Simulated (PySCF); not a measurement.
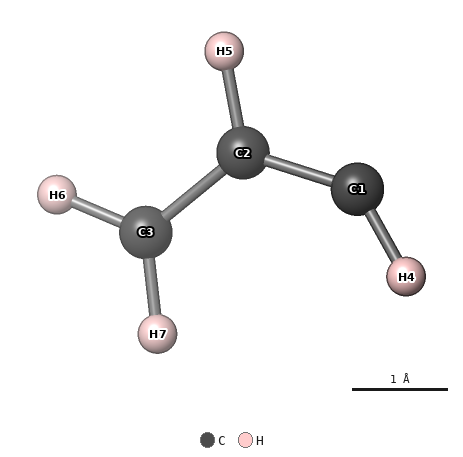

**Figure 1.** The structure (ball-and-stick view, seen at a tilt; atoms are numbered from 1 in the order of the input). Bond lengths as drawn: C–C 1.34 to 1.38 Å and C–H 1.07 to 1.09 Å.

# Run report: C₃H₄, EPR calculation

C₃H₄, multiplicity 3, computed with UKS B3LYP, pcH-1 on C H, non-relativistic, mean-field spin-orbit, GIAO (PySCF 2.14.0).

## Output
```
UKS, coarse grid
  cycle   1  E = -116.56190191  |g| = 1.98e-01
  cycle   2  E = -116.55918672  |g| = 2.30e-01
  cycle   3  E = -116.58678820  |g| = 5.27e-02
  cycle   4  E = -116.58823372  |g| = 2.86e-02
  cycle   5  E = -116.58882112  |g| = 7.83e-03
  cycle   6  E = -116.58886757  |g| = 4.71e-03
  cycle   7  E = -116.58888734  |g| = 6.86e-04
  cycle   8  E = -116.58888802  |g| = 1.79e-04
UKS, final grid
  cycle   1  E = -116.58889828  |g| = 9.65e-05
  cycle   2  E = -116.58889828  |g| = 8.99e-05
  cycle   3  E = -116.58889829  |g| = 3.25e-05
  cycle   4  E = -116.58889829  |g| = 1.31e-05
internal stability: stable
E = -116.58889829 Eh   <S^2> = 2.0360 (exact 2.0000)
g shifts (ppm)      1          2          3
  rmc          -143       -143       -143
  gc             29         -6         20
  oz_so          29        269        281
  total         -86        120        158
hyperfine (MHz)  atom isotope    a_iso     a_fc   dipolar eigenvalues
    0   13C     203.62     203.62    -64.35     15.50     48.85
    1   13C     -23.67     -23.67    -19.68      4.77     14.91
    2   13C      71.17      71.17    -29.18    -22.62     51.80
    3    1H       5.44       5.44    -16.93    -14.03     30.96
    4    1H      51.32      51.32     -6.15     -1.64      7.79
    5    1H     -13.94     -13.94    -13.88     -1.73     15.61
    6    1H     -22.96     -22.96    -10.29     -3.16     13.44
zero-field splitting (cm-1)  D = 0.4089  E = 0.0150  (spin-spin 0.3972, spin-orbit 0.0125)
```

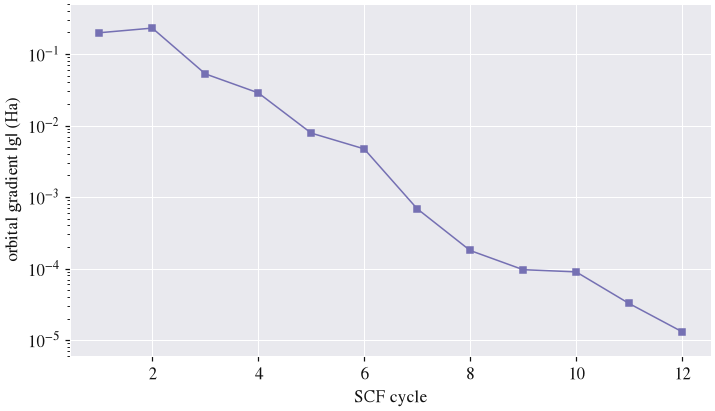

**Figure 2.** Convergence of the self-consistent field: orbital gradient |g| against the SCF cycle. All cycles printed in the log are drawn one after another.

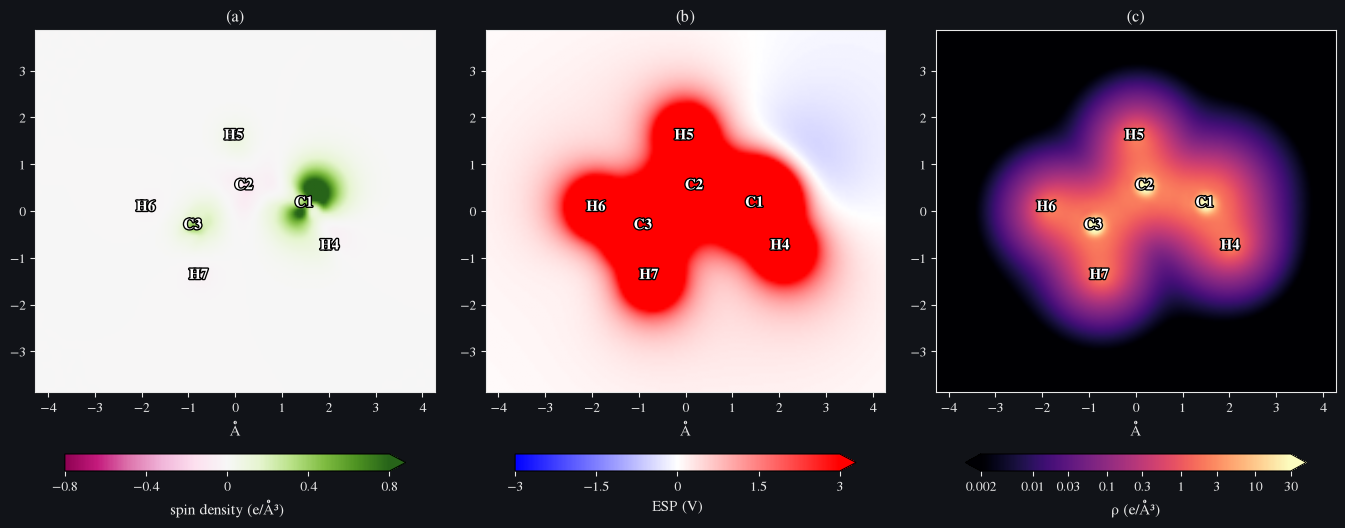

**Figure 3.** (a) spin density (α minus β); (b) molecular electrostatic potential; (c) total electron density on the molecular plane. The section cuts through C and H sites. C–C (1.38 Å): ρ is about 2 e/Å³ halfway. The unpaired spin (2 electrons) lies mostly on C1 (about 1.3), C3 (about 0.5) and H4 (about 0.1), in electrons by Hirshfeld's partition.

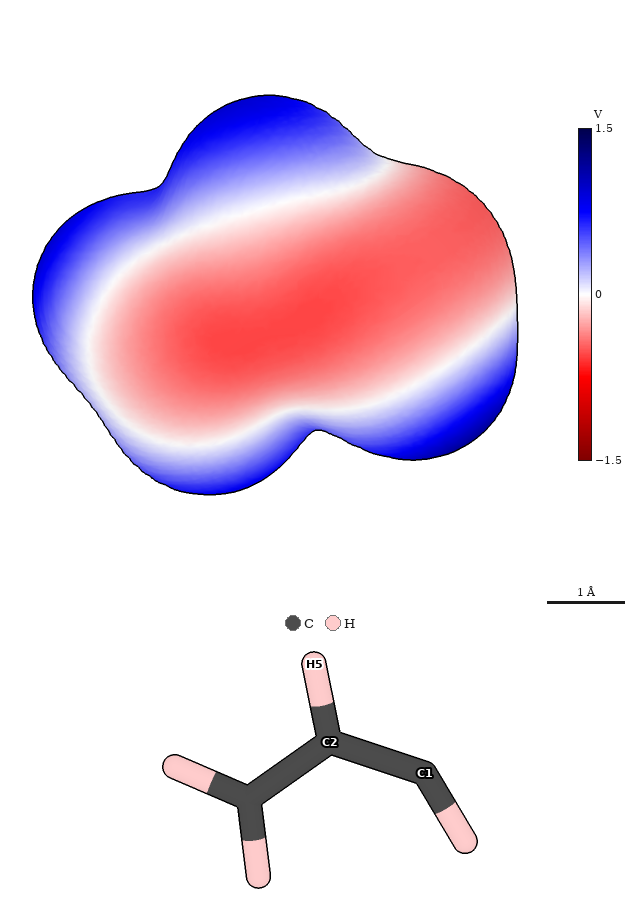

**Figure 4.** The electrostatic potential painted on the density surface at 0.002 e/bohr³, seen at a tilt; the colour scale runs from red (negative) to blue (positive). The bare structure is drawn below in the same view.

This output came from the following input.

## The input
```
{"job": {"kind": "epr", "basis": "pcH-1"}, "charge": 0, "multiplicity": 3}
C     -1.346076    -0.087472    -0.472352
C     -0.252445    -0.511335     0.177504
C      0.876574     0.242558     0.451253
H     -1.681022     0.815781    -0.928566
H     -0.247068    -1.540955     0.525797
H      1.709607    -0.182570     0.979810
H      0.943764     1.268897     0.139067
```

The first line tells a small driver script what to run in PySCF; the rest is the geometry in Å.

Launched with:
```bash
OMP_NUM_THREADS=1 python <driver script> task.json out
```

## Key numbers

```json
{"quantity": "outcome", "value": "converged"}
{"quantity": "total energy", "value": "−116.588898 hartree"}
{"quantity": "⟨S²⟩", "value": "2.036"}
{"quantity": "isotropic g", "value": "2.0024"}
{"quantity": "hardware", "value": "1 CPU thread, shared host"}
{"quantity": "wall time", "value": "13 s"}
{"quantity": "peak memory", "value": "0.37 GiB"}
```
